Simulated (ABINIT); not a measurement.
Band structure of Li (Im-3m, 1 atom in the cell).

```
CELL_PARAMETERS angstrom
     -1.68096     1.68096     1.68096
      1.68096    -1.68096     1.68096
      1.68096     1.68096    -1.68096
ATOMIC_POSITIONS crystal
  Li 0.00000 0.00000 0.00000
```

Computed with PBE, PAW (JTH v2.0 PBE PAW) (plane waves; ABINIT).

Settings: pseudos = [Li.GGA_PBE-JTH.xml]; ecut = 20 Ha; pawecutdg = 40 Ha; pawxcdev = 0; occopt = 7; tsmear = 0.136 eV; ngkpt = 11 11 11; nshiftk = 1; shiftk = 0 0 0; potentials = JTH v2.0 PBE PAW; kptopt = 1; nstep = 100; toldfe1 = 1e-09 Ha.

The starting cell comes from a database of computed structures (which also holds hypothetical and non-ambient phases and stackings), without a prior relaxation at this level. Its lattice was rescaled by a random factor within 2.5 % of one.

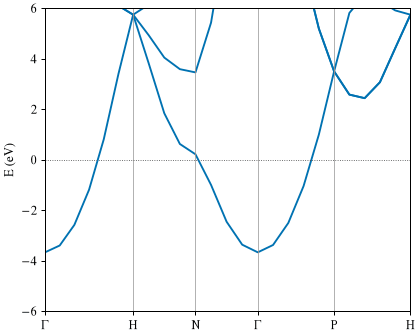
Bands along the path, energies from the Fermi level.

Levels in eV from the Fermi level, bands 1 to 5:
| point | 1 | 2 | 3 | 4 | 5 |
|---|---|---|---|---|---|
| Γ | -46.40 | -3.68 | 15.28 | 15.28 | 15.28 |
| H | -46.35 | 5.74 | 5.74 | 5.74 | 8.08 |
| N | -46.37 | 0.21 | 3.45 | 10.82 | 12.34 |
| P | -46.37 | 3.49 | 3.49 | 3.49 | 8.98 |

Bands cross the Fermi level along this path, so the cell is metallic at this level.
